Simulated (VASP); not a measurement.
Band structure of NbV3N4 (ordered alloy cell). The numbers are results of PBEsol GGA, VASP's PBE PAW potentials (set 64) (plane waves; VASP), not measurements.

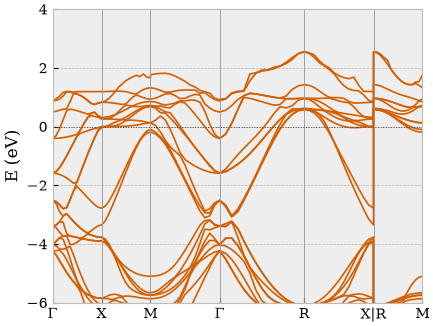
Fig. 1. Bands along high-symmetry lines, zero at the valence-band maximum or, without a gap, the Fermi level

**Question.** Read the plot: is there a gap, and where are the band edges?

**Answer.** It has no gap at this level: it comes out as a metal or semimetal. (Edges off the drawn lines would not show.)

The structure was generated: NbV3N4 was put into an ordered model structure (Pm-3m), which need not be its known phase. It was relaxed first. The run is not spin-polarised, so no magnetic state was tried.
